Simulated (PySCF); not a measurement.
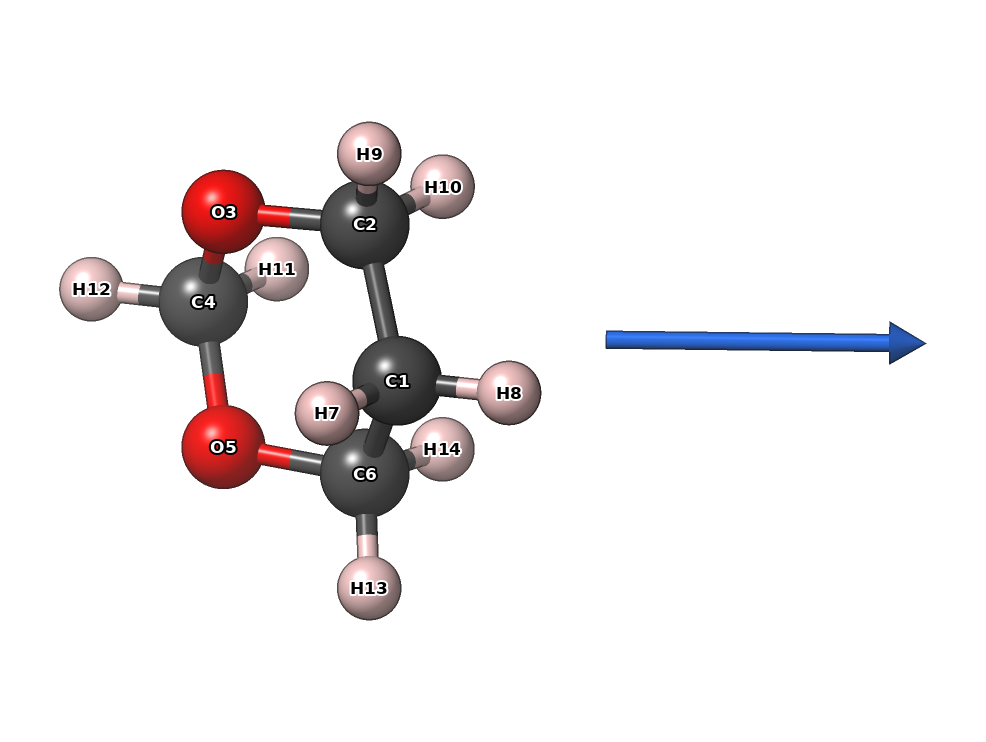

The arrow beside the molecule shows the direction of the dipole moment, from the negative to the positive end (its length means nothing). Computed geometry: GFN2-xTB optimisation. No frequency run is at hand to confirm it as a minimum. Method: CAM-B3LYP/def2-SVPD, gas phase (PySCF 2.14.0).

> How large is the dipole moment?

2.20 D; it points from the side of H12 to the side of H8 (the outermost atoms at the two ends).
